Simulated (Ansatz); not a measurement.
Results of rVV10 (Ansatz, a quantum-chemistry and plane-wave program, plane waves, PAW) for NiAs-type NiSb.

Settings: plane-wave cutoff 520 eV, 18×18×12 k mesh (along the axes of the cell as run), Fermi–Dirac smearing 0.05 eV, no spin polarisation, scalar-relativistic PAW data made under PBE.

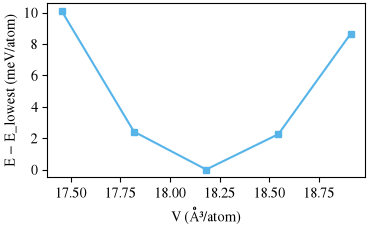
*Total energy against volume*

### Question
From the curve, estimate the equilibrium volume and the bulk modulus.

### Answer
V0 ≈ 18.2 Å³/atom and B0 ≈ 100 GPa; the fit gives V0 = 18.181 Å³/atom, B0 = 103 GPa, B′ = 5.0.

Shape and atoms are relaxed at each volume.

Note: the bulk modulus comes from volumes at which shape and atoms were relaxed.

Spin–orbit coupling is not included.

Computed values are for the static lattice.

Cost on a shared machine: about 13 core-minutes (a rough figure).
